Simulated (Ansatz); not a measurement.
Al₂O₃ (corundum)

```yaml
crystal:
  lattice:
    - [2.40441, 1.38819, 4.37463]
    - [-2.40441, 1.38819, 4.37463]
    - [0.00000, -2.77638, 4.37463]
  atoms:
    - { symbol: Al, position: [0.35215, 0.35215, 0.35215] }
    - { symbol: Al, position: [0.14785, 0.14785, 0.14785] }
    - { symbol: Al, position: [0.64785, 0.64785, 0.64785] }
    - { symbol: Al, position: [0.85215, 0.85215, 0.85215] }
    - { symbol: O, position: [0.55618, 0.94382, 0.25000] }
    - { symbol: O, position: [0.25000, 0.55618, 0.94382] }
    - { symbol: O, position: [0.94382, 0.25000, 0.55618] }
    - { symbol: O, position: [0.44382, 0.05618, 0.75000] }
    - { symbol: O, position: [0.75000, 0.44382, 0.05618] }
    - { symbol: O, position: [0.05618, 0.75000, 0.44382] }
```

A phonon eigenvector at Γ is frozen into this cell: atom i moves by Q times the vector below, so Q is the largest atomic displacement, in Å. The cell is held. It is one choice among 2 degenerate patterns.

| atom | x | y | z |
|---|---|---|---|
| Al1 | 0.470 | 0.417 | 0.000 |
| Al2 | -0.470 | 0.417 | 0.000 |
| Al3 | 0.470 | 0.417 | 0.000 |
| Al4 | -0.470 | 0.417 | 0.000 |
| O5 | 0.000 | -0.399 | -0.917 |
| O6 | 0.061 | -0.505 | 0.459 |
| O7 | -0.061 | -0.505 | 0.459 |
| O8 | 0.000 | -0.399 | -0.917 |
| O9 | 0.061 | -0.505 | 0.459 |
| O10 | -0.061 | -0.505 | 0.459 |

Computed with PBE (plane waves to 420 eV, PAW, scalar-relativistic; Ansatz, an electronic-structure program). k mesh 8×8×8 (Γ-centred), Fermi-Dirac smearing 0.05 eV. E stands for the smeared free energy. Al2O3 was relaxed with its symmetry unable to fall. The zero of ΔE is the undisplaced structure.

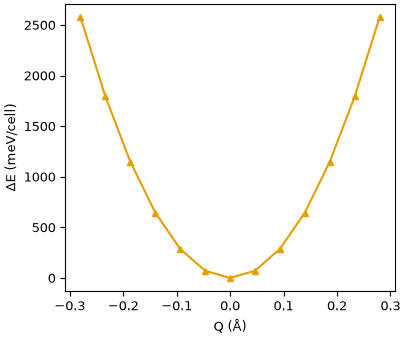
Fig. 1. ΔE (meV/cell) against Q (Å); one marker a computed point.

Q: What is the energy change at Q = 0.280 Å?

A: About 2600 meV/cell.

Q: What harmonic wavenumber does the curvature at Q = 0 give?

A: About 410 cm⁻¹.

(A displaced cell: forces are minus the slopes of the energy, force constants its curvatures, and phonons follow from these.)
